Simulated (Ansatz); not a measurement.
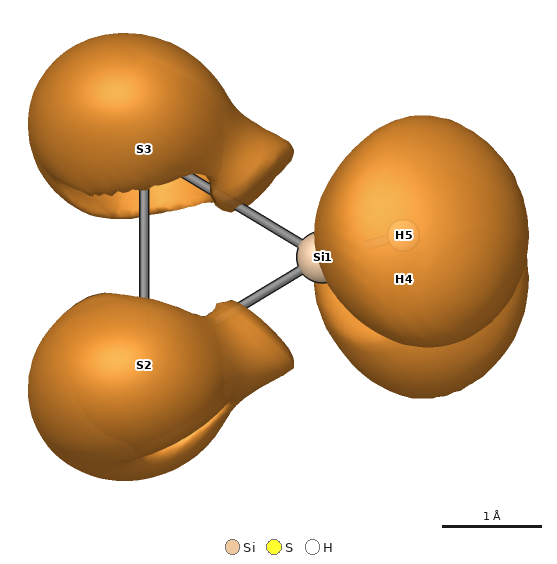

*H2S2Si. Isosurface of the electron localisation function at 0.8 (orange), seen from one side. Only the valence region is drawn (cores and ρ < 0.01 e/Å³ removed).*

Computed with RKS r2SCAN/def2-SVP in Ansatz.

```yaml
atoms:
  - { symbol: Si, position_ang: [-0.2401, 0.2143, -0.2102] }
  - { symbol: S, position_ang: [1.7572, -0.2998, 0.2579] }
  - { symbol: S, position_ang: [0.0485, -1.3649, 1.1667] }
  - { symbol: H, position_ang: [-0.7480, -0.1249, -1.5629] }
  - { symbol: H, position_ang: [-0.7677, 1.5016, 0.3070] }
```

Where are the electrons localised?

At this value the surface marks out two regions around hydrogen nuclei and two regions on S in which the atom's valence shell and bonds are merged. Along the contacts the grid gives the following. Si–S (2.11 Å): the ELF peaks at about 0.85 between the atoms (localised, covalent bonding). S–S (2.21 Å): the ELF peaks at about 0.70 between the atoms.
